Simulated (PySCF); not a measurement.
# Br4Ti ([TiBr4]2-): the cost of one run

Computed with PySCF 2.14.0 and routines of our own; the level stands in each step. Atoms count from 0.

## 1. The system as given

5 atoms, charge -2, states of the metal's open shell are computed; geometry from: model geometry, bond lengths from ionic radii.

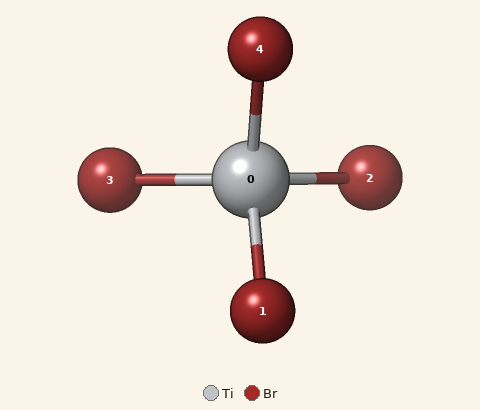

The starting geometry (titanium light grey, bromine red); sticks join atoms by distance alone.

## 2. Ligand-field states: state-averaged CASSCF in water

Job settings and geometry (Å):

```
{"job": {"kind": "lf", "basis": {"metal": "x2c-TZVPall", "ligand": "x2c-SVPall"}, "nevpt": true, "solvent": "water"}, "charge": -2, "metal": "Ti", "open_shell": "d2"}
Ti     0.000000     0.000000     0.000000
Br     1.501111     1.501111     1.501111
Br    -1.501111    -1.501111     1.501111
Br    -1.501111     1.501111    -1.501111
Br     1.501111    -1.501111    -1.501111
```

With the program's defaults for keys left out, this is: state-averaged CASSCF of the metal d shell, SC-NEVPT2 on the averaged canonical orbitals, state-interaction spin-orbit coupling.

The run is started by

```console
$ OMP_NUM_THREADS=1 python lf_run.py task.json out
```

One launch serves the whole session: the jobs run in the order shown.

**Question.** How long does this first job take on 1 thread of Arm Neoverse V1, shared host, and how much memory does it need?

About 28 s, with a peak of 0.53 GiB.
